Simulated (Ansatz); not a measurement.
# BFGaH$_{3}$O: what the fields show

| atom | x (Å) | y (Å) | z (Å) |
| --- | --- | --- | --- |
| B | -0.9746 | 1.2163 | -0.3113 |
| Ga | 0.1425 | -0.4871 | 0.0607 |
| O | 1.8616 | -0.5803 | 0.5079 |
| F | -0.5780 | -2.0977 | -0.0443 |
| H | -1.0558 | 1.6655 | -1.4133 |
| H | -1.5616 | 1.7666 | 0.5694 |
| H | 2.1659 | -1.4833 | 0.6310 |

Geometry: PBE0-D4/def2-TZVP.

Method: RKS PBE0-D4/def2-TZVPP (Ansatz).

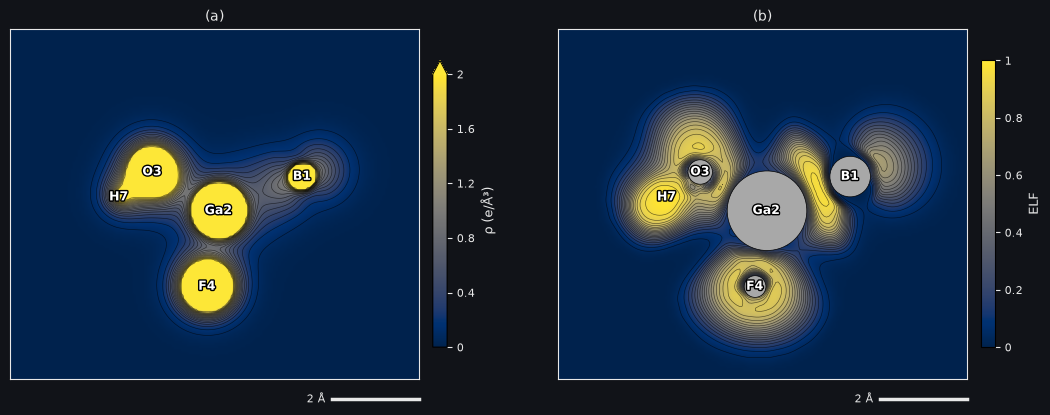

Figure 1. (a) total electron density; (b) ELF on the plane of atoms B1, Ga2 and O3. Grey discs cover the atomic cores in the ELF map.

**What does the map show?**

The plane passes through B, Ga, O, F and H nuclei.
Ga–F (1.77 Å): ρ is about 0.85 e/Å³ halfway; the ELF peaks at about 0.85 in the valence shell of F, 0.5 Å from its nucleus, and is about 0.20 at the midpoint.
Ga–O (1.78 Å): the density is about 0.92 e/Å³ at the midpoint; the ELF peaks at about 0.85 in the valence shell of O, 0.6 Å from its nucleus, and is about 0.25 at the midpoint.
Ga–B (2.07 Å): ρ at the midpoint is about 0.69 e/Å³; the ELF peaks at about 0.95 in the valence shell of B, 0.8 Å from its nucleus, and is about 0.75 at the midpoint.
O–H (0.96 Å): ρ at the midpoint is about 3.8 e/Å³; the ELF climbs to about 1 towards the hydrogen, as it does in any bond to H: a covalent bond by its length.
The ELF also peaks beside F4 and O3, away from the bonds: lone-pair regions.

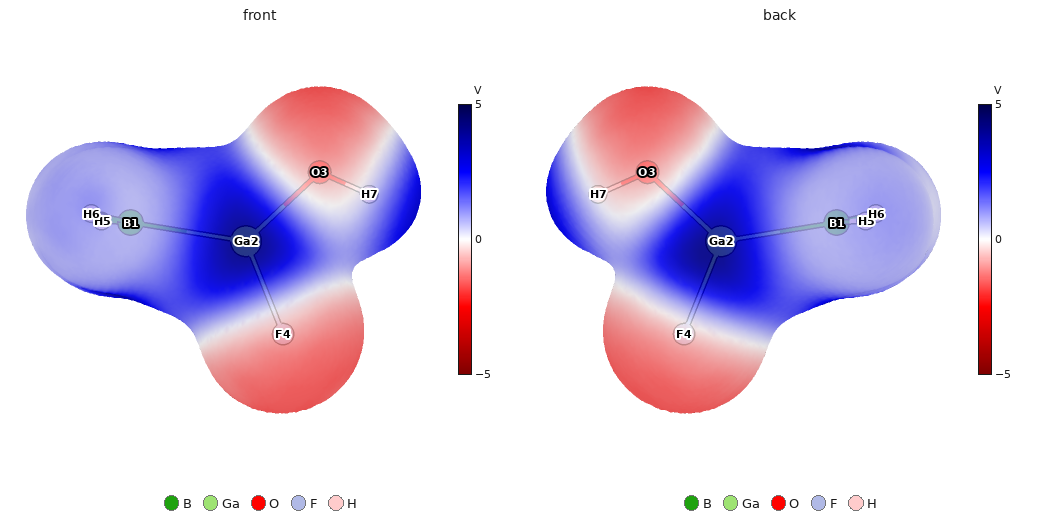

Figure 2. The electrostatic potential painted on the density surface at 0.004 e/bohr³, seen from the front and from behind; red is negative and blue positive.

**Where is the surface potential most negative and most positive?**

The most negative region (about −1.7 V, or −39 kcal/mol for a unit charge) lies over O3 and F4, the most positive (about +4.0 V, or +92 kcal/mol for a unit charge) over B1 and Ga2.

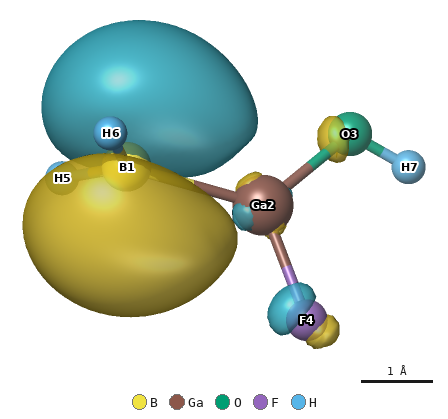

Figure 3. The LUMO at ±0.1 Å⁻³ᐟ² (yellow and cyan are the two phases), seen at a tilt.

**Where does this orbital lie, and at what energy?**

By Hirshfeld shares it lies mainly on B1 (about 65 %), Ga2 (about 20 %), H6 (about 5 %) and H5 (about 5 %). Its energy is −2.98 eV.
